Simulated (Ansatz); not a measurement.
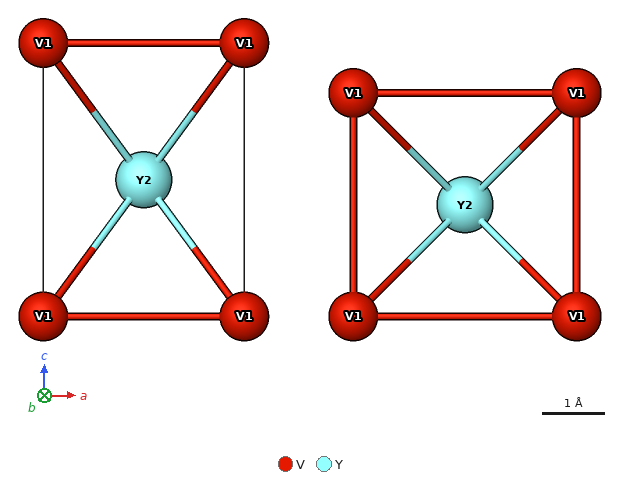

Two geometries of crystalline YV (built on the CuAu (L1_0) type), drawn at one scale. One is the start of a relaxation, the other its converged end. Style: ball-and-stick. Shown: the cell of the calculation, along the b axis.

Method: DFT PBE, scalar-relativistic, plane waves, PAW in Ansatz. Set-up: plane-wave cutoff 420 eV; k-point mesh 14 × 14 × 10; occupations gaussian; smearing width 0.1 eV; collinear spin; cell and atoms relaxed; force threshold 0.01 eV/Å; at most 80 steps.

**Which one is relaxed?**

The right one is the relaxed one. After 8 accepted moves (10 points after the start) the energy has fallen by 184 meV per atom. All forces vanish by symmetry, so only the cell relaxes. Pressure: −0.66 GPa at the start and 0.00 GPa at the end. At 2 points the geometry stayed and the basis and grid were re-selected for the new cell (energy shift of 2.4 meV per atom at most each time). No atom moves by more than 0.005 Å relative to the cell. Cell: a = b 3.253 → 3.615 Å (+11.1 %), c 4.424 → 3.616 Å (−18.3 %). Volume +0.9 %. Some distances before and after: Y2–Y2 4.424 → 3.616 Å, V1–V1 4.424 → 3.616 Å, V1–V1 (another image) 3.253 → 3.615 Å, Y2–Y2 (another image) 3.253 → 3.615 Å. The space group (tolerance 0.01 Å) goes from P4/mmm (No. 123) to Pm-3m (No. 221).
